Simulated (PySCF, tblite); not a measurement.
**1,3-dioxole-2-thione (C3H2O2S): isotopologues and vibrational averages**

How do isotopes change the rotational constants and shieldings of 1,3-dioxole-2-thione (C3H2O2S) (`S=c1occo1`)?

Programs: PySCF 2.14.0 with density-fitted response routines of our own, and tblite 0.8.0. All values are computed, except where a source is named. Atoms count from 0 throughout.

## 1. The molecule as given

8 atoms, charge 0, multiplicity 1; geometry from: force field or distance geometry start.

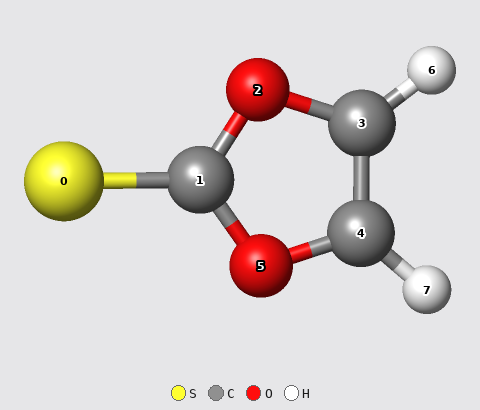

The starting geometry (sulfur yellow, carbon grey, oxygen red, hydrogen white), atoms numbered.

## 2. GFN2-xTB relaxation, lowest of a short conformer search

The job: settings as JSON, then the geometry in Å.

```
{"job": {"xc": "GFN2-xTB", "basis": "xTB", "kind": "relax"}, "charge": 0, "multiplicity": 1}
S      2.890800    -0.002200    -0.043600
C      1.185700    -0.003400    -0.058600
O      0.467800    -1.099400     0.063800
C     -0.833100    -0.671800     0.008500
C     -0.797900     0.680200    -0.007900
O      0.442300     1.065600    -0.084400
H     -1.704300    -1.315000     0.073700
H     -1.615100     1.383700    -0.049900
```

Started as:

```
> OMP_NUM_THREADS=1 python ens_run.py task.json out
```

This one command runs the whole study; its stages follow in the order run.

Standard output:

```text
step      E/eV     max force
  0    -511.30596    4.268
  1    -511.57956    0.641
  2    -511.59441    0.410
  3    -511.61178    0.328
  4    -511.61713    0.245
  5    -511.62038    0.190
  6    -511.62292    0.148
  7    -511.62582    0.153
  8    -511.62732    0.095
  9    -511.62770    0.049
 10    -511.62786    0.033
 11    -511.62794    0.028
 12    -511.62798    0.014
 13    -511.62799    0.008
 14    -511.62800    0.006
 15    -511.62800    0.006
 16    -511.62800    0.005
 17    -511.62800    0.004
 18    -511.62800    0.005
 19    -511.62801    0.004
 20    -511.62801    0.003
```

Wall time 0.15 s (1 thread of Arm Neoverse V1, shared host).

Gain 0.322 eV; displacement 0.05 Å root mean square.

## 3. Tight optimisation and Hessian

The job: settings as JSON, then the geometry in Å.

```
{"job": {"xc": "B3LYP", "basis": "pcSseg-1", "grid": 2, "temperatures": [100, 700], "kind": "geom"}, "charge": 0, "multiplicity": 1}
S      2.840113    -0.027280    -0.052550
C      1.226950    -0.009021    -0.030557
O      0.436288    -1.099985     0.034666
C     -0.850723    -0.653572     0.032940
C     -0.836683     0.682127    -0.032684
O      0.459438     1.099474    -0.073191
H     -1.634279    -1.379591     0.080513
H     -1.604875     1.425497    -0.057399
```

Standard output:

```text
step   0  E = -18070.9207696 eV  max force = 0.91408
step   1  E = -18070.9677818 eV  max force = 0.36240
step   2  E = -18070.9693904 eV  max force = 0.00608
step   3  E = -18070.9693955 eV  max force = 0.00176
step   4  E = -18070.9693956 eV  max force = 0.00038
step   5  E = -18070.9693956 eV  max force = 0.00038
step   6  E = -18070.9693956 eV  max force = 0.00024
harmonic wavenumbers (cm-1): 202.0 347.8 560.7 577.3 671.0 747.7 839.4 881.3 918.6 1038.9 1063.7 1108.2 1162.8 1345.6 1346.9 1652.4 3282.2 3307.5
```

Run time: 7.4 min. Hardware: 1 thread of Arm Neoverse V1, shared host; peak memory 0.63 GiB.

## 4. Displacements along the modes, parent

The job: settings as JSON, then the geometry in Å.

```
{"job": {"xc": "B3LYP", "basis": "pcSseg-1", "grid": 2, "temperatures": [100, 700], "kind": "vib", "mass_numbers": [32, 12, 16, 12, 12, 16, 1, 1]}, "charge": 0, "multiplicity": 1}
S      2.880853    -0.027625    -0.053963
C      1.253987    -0.009353    -0.030401
O      0.435400    -1.095729     0.035182
C     -0.869715    -0.649161     0.032912
C     -0.855719     0.678088    -0.032323
O      0.458481     1.095181    -0.072579
H     -1.648455    -1.393725     0.080983
H     -1.618603     1.439974    -0.058073
```

Standard output:

```text
mode    cm-1    km/mol   phi_rrr   E(+)/cm-1  E(-)/cm-1
  1    202.00     3.95       0.2      36.66      36.70
  2    347.79     2.07       0.2      62.59      62.70
  3    560.72     3.91     -54.4      98.99     102.91
  4    577.34     0.00       0.3     104.16     103.81
  5    671.02    14.47       0.1     120.82     120.80
  6    747.69    52.54       0.1     137.73     137.66
  7    839.43     0.00       0.6     153.86     153.34
  8    881.29    47.58     129.4     163.44     154.12
  9    918.55     3.96      -0.0     165.34     165.34
 10   1038.92    24.57      -0.1     187.21     187.21
 11   1063.74    64.82       0.2     191.65     191.75
 12   1108.22    21.90    -179.2     193.30     206.20
 13   1162.83    44.69     -91.3     206.30     212.88
 14   1345.57    11.10       0.7     242.72     242.54
 15   1346.93   694.09     -60.5     240.49     244.82
 16   1652.41     1.44     404.6     312.55     283.44
 17   3282.22    16.27       1.0     593.69     593.62
 18   3307.46     1.56   -1358.0     549.21     646.83
```

Run time: 8.1 min. Hardware: 1 thread of Arm Neoverse V1, shared host; peak memory 0.62 GiB.

## 5. Displacements along the modes, 2H at atom 6

The job: settings as JSON, then the geometry in Å.

```
{"job": {"xc": "B3LYP", "basis": "pcSseg-1", "grid": 2, "temperatures": [100, 700], "kind": "vib", "mass_numbers": [32, 12, 16, 12, 12, 16, 2, 1]}, "charge": 0, "multiplicity": 1}
S      2.880853    -0.027625    -0.053963
C      1.253987    -0.009353    -0.030401
O      0.435400    -1.095729     0.035182
C     -0.869715    -0.649161     0.032912
C     -0.855719     0.678088    -0.032323
O      0.458481     1.095181    -0.072579
H     -1.648455    -1.393725     0.080983
H     -1.618603     1.439974    -0.058073
```

Standard output:

```text
mode    cm-1    km/mol   phi_rrr   E(+)/cm-1  E(-)/cm-1
  1    197.40     3.77       0.1      35.82      35.84
  2    342.92     1.99      -0.4      61.81      61.72
  3    525.57     5.31       0.3      95.39      95.02
  4    559.00     3.90      54.3     102.60      98.69
  5    632.14    25.96       0.1     114.51     114.46
  6    683.35     0.00       0.1     123.02     123.06
  7    805.09    18.29       0.7     149.84     149.44
  8    806.29    14.93      44.0     147.29     144.06
  9    906.42     3.72       2.7     163.26     163.07
 10    930.99    49.19     -72.7     165.06     170.23
 11   1035.48    10.06      15.2     187.14     186.04
 12   1080.08    43.99      94.3     198.19     191.34
 13   1124.10    72.84    -272.6     192.89     212.48
 14   1298.41    19.82       5.6     234.29     233.99
 15   1346.90   692.45      59.9     244.79     240.51
 16   1618.12     2.77     380.7     305.45     278.08
 17   2453.73     4.39   -1161.5     402.74     486.17
 18   3295.14     8.70   -1944.3     528.85     668.38
```

Run time: 8 min. Hardware: 1 thread of Arm Neoverse V1, shared host; peak memory 0.62 GiB.

## 6. Vibrational averages by isotopologue

The job: settings as JSON, then the geometry in Å.

```
{"job": {"xc": "B3LYP", "basis": "pcSseg-1", "grid": 2, "temperatures": [100, 700], "kind": "iso"}, "charge": 0, "multiplicity": 1}
S      2.880853    -0.027625    -0.053963
C      1.253987    -0.009353    -0.030401
O      0.435400    -1.095729     0.035182
C     -0.869715    -0.649161     0.032912
C     -0.855719     0.678088    -0.032323
O      0.458481     1.095181    -0.072579
H     -1.648455    -1.393725     0.080983
H     -1.618603     1.439974    -0.058073
```

Standard output:

```text
parent
  Be/MHz 9510.614 2288.958 1844.931
  B0/MHz 9438.6 2276.559 1833.734
  ZPE/cm-1 10527.1
  <sigma>(0 K)/ppm 342.306 -16.603 20.217 34.251 34.250 20.216 23.985 23.985
2H at atom 6
  Be/MHz 9177.691 2220.958 1788.218
  B0/MHz 9109.462 2209.05 1777.52
  ZPE/cm-1 9820.6
  <sigma>(0 K)/ppm 342.390 -16.585 20.404 34.495 34.451 20.428 24.073 23.984
```

Run time: 24 min. Hardware: 1 thread of Arm Neoverse V1, shared host; peak memory 0.63 GiB. This counts the whole study up to here.

Rotational constants (MHz) at equilibrium and in the ground state:

```
isotopologue                      Be                      B0  zero-point change (cm⁻¹)
      parent  9510.6, 2289.0, 1844.9  9438.6, 2276.6, 1833.7                       0.0
2H at atom 6  9177.7, 2221.0, 1788.2  9109.5, 2209.1, 1777.5                    -706.5
```

Shieldings of the first species (ppm): at equilibrium, the vibrational parts at 0 K, and the averages:

```
atom  equilibrium  anharmonic  harmonic     0 K   100 K   700 K
  S0       363.85       -7.46    -14.08  342.31  341.76  317.51
  C1       -14.28       -1.36     -0.97  -16.60  -16.65  -18.44
  O2        30.83       -4.40     -6.22   20.22   20.16   16.15
  C3        38.46       -1.49     -2.72   34.25   34.23   32.80
  C4        38.47       -1.49     -2.72   34.25   34.23   32.80
  O5        30.84       -4.40     -6.23   20.22   20.16   16.14
  H6        24.45       -0.09     -0.38   23.98   23.98   23.90
  H7        24.45       -0.09     -0.38   23.98   23.98   23.90
```

Isotope effects on the shieldings at 0 K (ppb; positive means more shielded):

```
atom  2H at atom 6
  S0            84
  C1            18
  O2           187
  C3           245
  C4           201
  O5           212
  H6            88
  H7             0
```

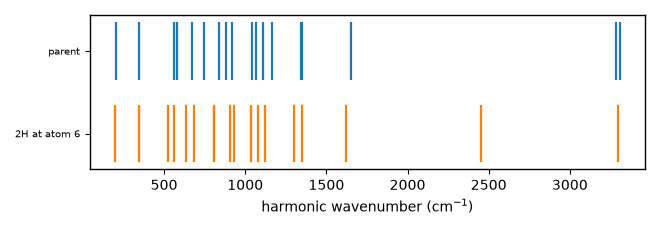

Harmonic wavenumbers of each isotopologue.

## 7. Tight optimisation and Hessian, xc B3LYP; basis 6-31G*; hess_step 0.002

The job: settings as JSON, then the geometry in Å.

```
{"job": {"xc": "B3LYP", "basis": "6-31G*", "grid": 2, "temperatures": [100, 700], "j": false, "hess_step": 0.002, "kind": "geom"}, "charge": 0, "multiplicity": 1}
S      2.840113    -0.027280    -0.052550
C      1.226950    -0.009021    -0.030557
O      0.436288    -1.099985     0.034666
C     -0.850723    -0.653572     0.032940
C     -0.836683     0.682127    -0.032684
O      0.459438     1.099474    -0.073191
H     -1.634279    -1.379591     0.080513
H     -1.604875     1.425497    -0.057399
```

Standard output:

```text
step   0  E = -18071.2569925 eV  max force = 0.87815
step   1  E = -18071.3044819 eV  max force = 0.40124
step   2  E = -18071.3063551 eV  max force = 0.00838
step   3  E = -18071.3063636 eV  max force = 0.00288
step   4  E = -18071.3063639 eV  max force = 0.00045
step   5  E = -18071.3063639 eV  max force = 0.00045
step   6  E = -18071.3063639 eV  max force = 0.00029
harmonic wavenumbers (cm-1): 206.3 346.6 558.5 573.9 670.8 749.2 815.5 882.6 917.3 1061.7 1073.0 1120.0 1176.9 1354.9 1361.2 1671.4 3322.0 3347.2
```

Run time: 5.7 min. Hardware: 1 thread of Arm Neoverse V1, shared host; peak memory 0.46 GiB.

## 8. Displacements along the modes, xc B3LYP; basis 6-31G*; hess_step 0.002; parent

The job: settings as JSON, then the geometry in Å.

```
{"job": {"xc": "B3LYP", "basis": "6-31G*", "grid": 2, "temperatures": [100, 700], "j": false, "hess_step": 0.002, "kind": "vib", "mass_numbers": [32, 12, 16, 12, 12, 16, 1, 1]}, "charge": 0, "multiplicity": 1}
S      2.882103    -0.027641    -0.054008
C      1.252294    -0.009333    -0.030366
O      0.435978    -1.097617     0.035304
C     -0.870793    -0.651077     0.033028
C     -0.856755     0.680031    -0.032412
O      0.459101     1.097056    -0.072673
H     -1.647796    -1.395774     0.081046
H     -1.617904     1.442005    -0.058179
```

Standard output:

```text
mode    cm-1    km/mol   phi_rrr   E(+)/cm-1  E(-)/cm-1
  1    206.25     2.78      -0.1      37.41      37.45
  2    346.63     1.50       0.2      62.38      62.51
  3    558.48     5.54     -55.0      98.57     102.53
  4    573.91     0.00       0.2     103.57     103.18
  5    670.81    15.07      -0.1     120.76     120.78
  6    749.22    42.10       0.2     138.17     138.10
  7    815.51     0.00       1.1     150.35     149.66
  8    882.57    38.17    -126.2     154.46     163.54
  9    917.26     6.19      -0.0     165.11     165.11
 10   1061.70    17.56      -0.1     191.38     191.39
 11   1073.04    61.11      -0.1     193.30     193.17
 12   1120.00    26.32     189.1     208.68     195.06
 13   1176.91    30.47      86.8     215.25     208.99
 14   1354.94   697.05      46.2     245.75     242.45
 15   1361.16     9.23      -0.2     245.68     245.54
 16   1671.43     0.81     410.3     316.19     286.67
 17   3322.01     7.56       2.3     601.13     600.97
 18   3347.24     0.07   -1396.2     555.16     655.50
```

It took 5.2 min on 1 thread of Arm Neoverse V1, shared host; peak memory 0.46 GiB.

## 9. Displacements along the modes, xc B3LYP; basis 6-31G*; hess_step 0.002; 2H at atom 6

The job: settings as JSON, then the geometry in Å.

```
{"job": {"xc": "B3LYP", "basis": "6-31G*", "grid": 2, "temperatures": [100, 700], "j": false, "hess_step": 0.002, "kind": "vib", "mass_numbers": [32, 12, 16, 12, 12, 16, 2, 1]}, "charge": 0, "multiplicity": 1}
S      2.882103    -0.027641    -0.054008
C      1.252294    -0.009333    -0.030366
O      0.435978    -1.097617     0.035304
C     -0.870793    -0.651077     0.033028
C     -0.856755     0.680031    -0.032412
O      0.459101     1.097056    -0.072673
H     -1.647796    -1.395774     0.081046
H     -1.617904     1.442005    -0.058179
```

Standard output:

```text
mode    cm-1    km/mol   phi_rrr   E(+)/cm-1  E(-)/cm-1
  1    201.57     2.64       0.1      36.58      36.55
  2    341.85     1.42       0.4      61.52      61.63
  3    525.57     4.39      -0.4      94.99      95.44
  4    556.82     5.52      54.9     102.23      98.28
  5    626.03    20.37       0.2     113.54     113.54
  6    681.78     0.68       0.1     122.72     122.79
  7    788.19    17.08       1.0     148.05     147.52
  8    813.56    14.00     -46.1     145.22     148.60
  9    904.72     5.39       3.4     162.98     162.74
 10    934.11    37.26     -63.6     165.94     170.44
 11   1058.19     7.79      35.4     192.03     189.47
 12   1091.66    42.27     -77.8     193.93     199.61
 13   1135.09    63.17    -268.6     195.01     214.30
 14   1313.79    17.78      -6.3     236.87     237.21
 15   1354.95   693.53     -44.8     242.51     245.70
 16   1637.16     1.85    -386.6     281.31     309.11
 17   2482.60     1.84   -1196.6     406.87     492.80
 18   3334.92     3.73   -2001.6     534.33     677.93
```

Wall time 5 min (1 thread of Arm Neoverse V1, shared host); peak memory 0.45 GiB.

## 10. Vibrational averages by isotopologue, second settings

The job: settings as JSON, then the geometry in Å.

```
{"job": {"xc": "B3LYP", "basis": "6-31G*", "grid": 2, "temperatures": [100, 700], "j": false, "hess_step": 0.002, "kind": "iso"}, "charge": 0, "multiplicity": 1}
S      2.882103    -0.027641    -0.054008
C      1.252294    -0.009333    -0.030366
O      0.435978    -1.097617     0.035304
C     -0.870793    -0.651077     0.033028
C     -0.856755     0.680031    -0.032412
O      0.459101     1.097056    -0.072673
H     -1.647796    -1.395774     0.081046
H     -1.617904     1.442005    -0.058179
```

Standard output:

```text
parent
  Be/MHz 9473.927 2286.808 1842.151
  B0/MHz 9402.703 2274.657 1831.135
  ZPE/cm-1 10604.5
  <sigma>(0 K)/ppm 423.613 10.009 51.571 58.470 58.470 51.571 24.934 24.934
2H at atom 6
  Be/MHz 9142.598 2218.959 1785.587
  B0/MHz 9075.168 2207.283 1775.061
  ZPE/cm-1 9891.3
  <sigma>(0 K)/ppm 423.722 10.013 51.753 58.682 58.663 51.773 25.023 24.933
```

It took 16 min on 1 thread of Arm Neoverse V1, shared host; peak memory 0.63 GiB. This counts the runs that the step sums up.

Rotational constants (MHz) at equilibrium and in the ground state:

```
isotopologue                      Be                      B0  zero-point change (cm⁻¹)
      parent  9473.9, 2286.8, 1842.2  9402.7, 2274.7, 1831.1                       0.0
2H at atom 6  9142.6, 2219.0, 1785.6  9075.2, 2207.3, 1775.1                    -713.3
```

Shieldings of the first species (ppm): at equilibrium, the vibrational parts at 0 K, and the averages:

```
atom  equilibrium  anharmonic  harmonic     0 K   100 K   700 K
  S0       443.69       -6.74    -13.34  423.61  423.14  401.15
  C1        12.12       -1.30     -0.81   10.01    9.97    8.32
  O2        61.52       -4.21     -5.75   51.57   51.52   47.69
  C3        62.27       -1.36     -2.44   58.47   58.46   57.16
  C4        62.27       -1.36     -2.44   58.47   58.46   57.16
  O5        61.53       -4.21     -5.75   51.57   51.52   47.68
  H6        25.39       -0.09     -0.37   24.93   24.93   24.86
  H7        25.39       -0.09     -0.37   24.93   24.93   24.86
```

Isotope effects on the shieldings at 0 K (ppb; positive means more shielded):

```
atom  2H at atom 6
  S0           109
  C1             4
  O2           183
  C3           211
  C4           192
  O5           203
  H6            89
  H7            -1
```

## 11. What came out

| quantity | value |
| --- | --- |
| point group | C2v |
| B0 of the first species | 9438.6, 2276.6, 1833.7 MHz |
| zero-point energy | 10527 cm⁻¹ |
| zero-point change of σ(S0) | -21.54 ppm |

**Reading.** Zero-point motion changes the shielding of S0 most, by -21.54 ppm. The largest secondary isotope effect is 245 ppb on C3, 1 bond from the change (2H at atom 6). The job flags a low mode; perturbation theory is less sure for low modes.
